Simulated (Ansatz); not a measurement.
System: ClGeH3NSi (doublet).

```xyz
7

Cl   -2.6469    2.6187   -1.7089
Ge    1.1089    0.0718   -2.0136
N    -0.6326    0.1954   -1.3756
Si   -1.3476    1.5209   -0.5006
H    -0.2492    2.4135   -0.0633
H    -1.2602   -0.5795   -1.6001
H    -2.1612    1.0259    0.6412
```

Geometry: B3LYP-D3(BJ)/def2-SVP.

All numbers below come from isolated molecule in a Gaussian basis; Kohn-Sham density functional theory, functional PBE0 (Ansatz).

**What will maps of the electron density, electron localisation function and spin density show?**

Si–N (1.74 Å): ρ at the midpoint is about 1.1 e/Å³; the ELF peaks at about 0.90 between the atoms (a shared but strongly polarised pair).
Ge–N (1.86 Å): the density is about 0.89 e/Å³ at the midpoint; the ELF peaks at about 0.90 in the valence shell of N, 0.6 Å from its nucleus, and is about 0.40 at the midpoint.
N–H (1.02 Å): ρ is about 2.8 e/Å³ halfway; the ELF climbs to about 1 towards the hydrogen, as it does in any bond to H (a covalent bond by its length).
Si–H (1.48 Å): ρ is about 0.84 e/Å³ halfway; the ELF climbs to about 1 towards the hydrogen.
The unpaired spin (1 electron) lies mostly on Ge2 (about 0.9), in electrons by Hirshfeld's partition.

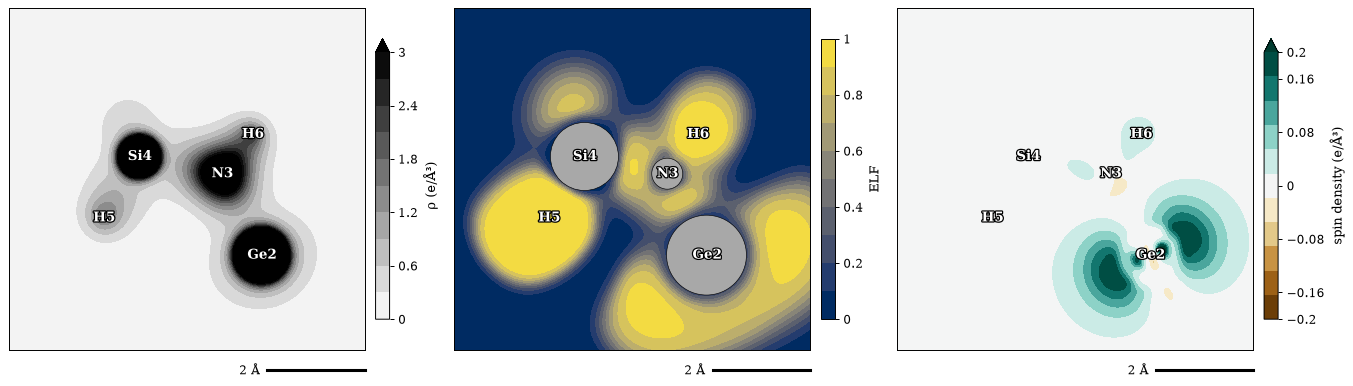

Computed electron density, electron localisation function and spin density on the plane of atoms Ge2, N3 and H6, in this order. Grey discs cover the atomic cores in the ELF map. 
